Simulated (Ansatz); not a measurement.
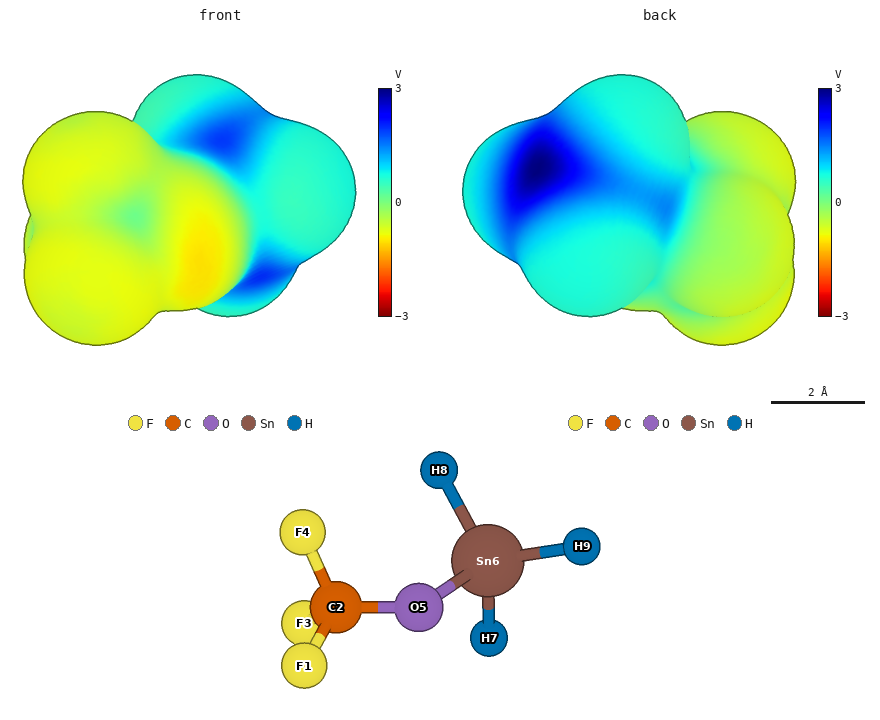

Figure. CH$_{3}$F$_{3}$OSn (SMILES FC(F)(F)[O][SnH3]). The electrostatic potential painted on the density surface at 0.002 e/bohr³, seen from the front and from behind; red is negative and blue positive. The bare structure is drawn below in the same view.

Geometry: PBE0-D4/def2-TZVP; core potentials replace the inner electrons of Sn.

These are results of RKS PBE0-D4/def2-TZVPP in Ansatz, not measurements.

```csv
atom,x (Å),y (Å),z (Å)
F,2.1558,0.0825,-1.4963
C,1.0017,-0.3102,-0.9575
F,0.0129,0.0824,-1.8062
F,0.9899,-1.6581,-0.9891
O,0.8493,0.1740,0.2488
Sn,-0.9648,0.3616,1.0994
H,-1.6224,1.7827,0.4474
H,-1.8199,-1.0503,0.7085
H,-0.5139,0.4892,2.7278
```

Describe the electrostatic potential map.

Answer. The most negative region (about −1.0 V) lies over O5, the most positive (about +2.8 V) over Sn6.
